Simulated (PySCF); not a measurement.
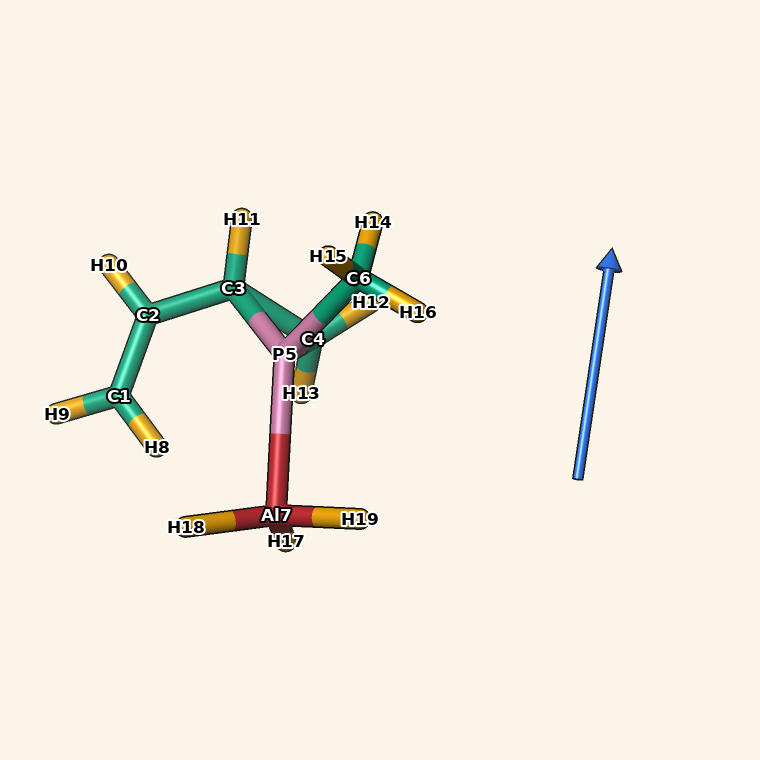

The arrow beside the molecule shows the direction of the dipole moment, from the negative to the positive end (its length means nothing). The geometry was computed by an optimisation with GFN2-xTB. No frequency run is at hand to confirm it as a minimum. Properties computed with ωB97X-D/def2-SVPD, gas phase (PySCF 2.14.0).

**Estimate the dipole moment.**

5.20 D; it points from the side of H18 to the side of H11, H14 (the outermost atoms at the two ends).

The geometry is semi-empirical. Around Al, P such bond lengths and angles can be off by a tenth of an ångström or more and by several degrees, and values that hang on the shape move with them.
